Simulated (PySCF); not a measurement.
```xyz
13

O    -2.7245   -2.1232    0.3315
C    -2.9292   -0.9512    0.3374
O    -2.0345   -0.0291    0.0513
Si   -0.4798   -0.4096   -0.3442
S     0.2387    1.3092   -1.4637
C     1.6777    1.4897   -0.5586
C     2.1886    0.4050    0.2443
S     0.8132   -0.3917    1.3171
H    -3.8978   -0.4870    0.5795
H    -0.4066   -1.5690   -1.2145
H     2.0559    2.4901   -0.4691
H     2.5287   -0.4520   -0.3368
H     2.9653    0.7192    0.9364
```

Geometry: GFN2-xTB.

Method: PySCF 2.14.0, density-fitted response routines, UKS B3LYP, pcH-1 on C H O S Si, non-relativistic, mean-field spin-orbit, GIAO.

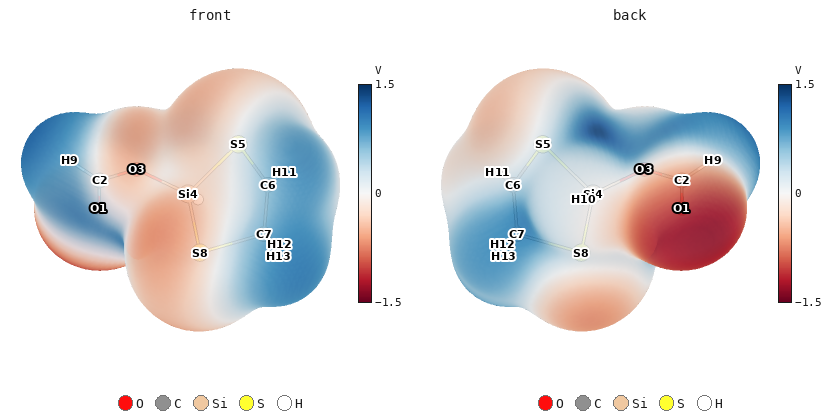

C$_{3}$H$_{5}$O$_{2}$S$_{2}$Si (doublet). The molecular electrostatic potential painted on the density surface at 0.001 e/bohr³, seen from the front and from behind; red is negative and blue positive.

### Describe the electrostatic potential map.

The most negative region (about −1.3 V) lies over O1, the most positive (about +1.2 V) over Si4. O1 is the likeliest acceptor of a hydrogen bond.
